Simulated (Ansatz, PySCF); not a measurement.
Potential energy curve for BrBe (cation, charge +1), lowest triplet found (which spin is the ground state isn't settled by this scan).

Levels: UHF/STO-3G = unrestricted Hartree-Fock/STO-3G in PySCF; UHF/cc-pVDZ (Ansatz, an electronic-structure program); ROCCSDT(Q) = CCSDT(Q)/B on ROHF/cc-pVDZ, cores with 3d frozen run with Ansatz; UCCSDT(Q) = CCSDT(Q) on UHF/cc-pVDZ, cores with 3d frozen in Ansatz.

Energies are in kcal/mol, each relative to the lowest point of its own curve between 1.87 and 2.70 Å, where full CI is lowest.

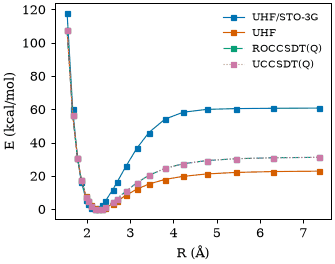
Fig. 1. Energy against bond length for each method.

```
R / Å  UHF/STO-3G    UHF  ROCCSDT(Q)  UCCSDT(Q)
-----  ----------  -----  ----------  ---------
1.54        118.0  107.8       107.6      107.6
1.67         60.1   56.7        56.5       56.5
1.78         31.0   31.0        30.7       30.8
1.87         16.3   17.7        17.4       17.4
1.98          5.8    7.8         7.5        7.6
2.03          3.1    5.0         4.7        4.7
2.10          0.8    2.3         2.1        2.1
2.19          0.0    0.5         0.4        0.4
2.26          0.6    0.0         0.0        0.0
2.34          2.3    0.1         0.3        0.3
2.42          4.7    0.8         1.2        1.2
2.59         11.4    3.1         4.1        4.1
2.70         16.4    5.0         6.4        6.4
2.91         26.2    8.5        11.0       11.0
3.15         36.5   12.0        15.8       15.8
3.43         46.0   15.1        20.3       20.3
3.80         54.1   17.8        24.5       24.5
4.22         58.2   19.7        27.3       27.3
4.77         60.0   21.2        29.2       29.2
5.44         60.4   22.1        30.3       30.3
6.30         60.6   22.6        30.9       30.9
7.36         60.7   22.9        31.1       31.2
```

At the longest distance, 7.36 Å, UHF/STO-3G lies highest above its minimum (60.7 kcal/mol) and UHF lowest (22.9 kcal/mol).
